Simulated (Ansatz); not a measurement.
```xyz
5
Lattice="3.0029 0.0000 0.0000 -1.5014 2.6005 0.0000 0.0000 0.0000 7.7783" Properties=species:S:1:pos:R:3 pbc="T T T"
Li    0.0000    0.0000    0.5096
Al    0.0000    0.0000    3.6050
Al    0.0000    1.7337    5.8818
B     0.0000    1.7337    2.1024
B     1.5014    0.8668    2.1174
```

Space group P3m1; a structure generated by program, which may or may not match a known phase; computed without spin polarisation.

Theory: DFT PBEsol, scalar-relativistic, plane waves, PAW (Ansatz 0.2.0).

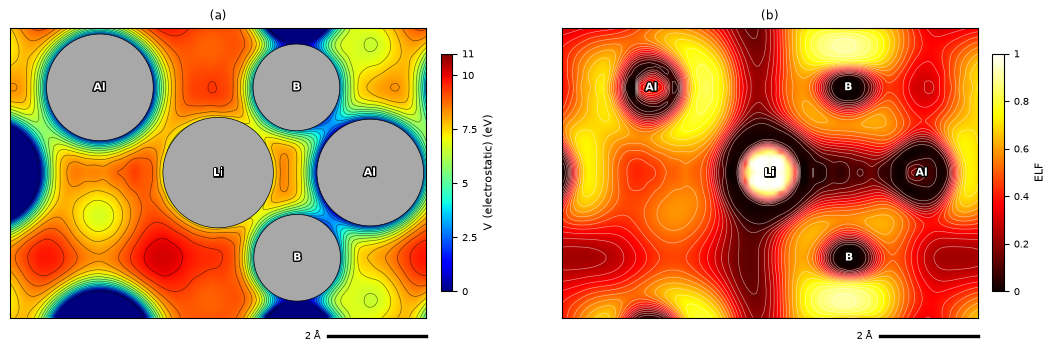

LiAl2B2. (a) electrostatic potential energy of an electron; (b) electron localisation function on the (110) plane of the conventional cell. Grey discs cover the atomic cores in the potential map.

In a PAW calculation such maps are meaningful between the atoms, not at the nuclei.

Read the bonding off the picture.

Answer.
- Atoms in the plane: Li, Al and B.
- Al–B (2.28 Å): the ELF peaks at about 0.65 in the valence shell of B, 0.9 Å from its nucleus, and is about 0.60 at the midpoint.
- Li–B (2.35 Å): the ELF peaks at about 0.60 in the valence shell of B, 0.9 Å from its nucleus, and is about 0.45 at the midpoint.
- The features right at Li lie inside the PAW spheres, where the map follows smoothed inner orbitals and isn't to be read closely.
- Outside the cores the potential energy rises away from the atoms and is highest about 2.1 Å from the nearest atoms; its zero is arbitrary.
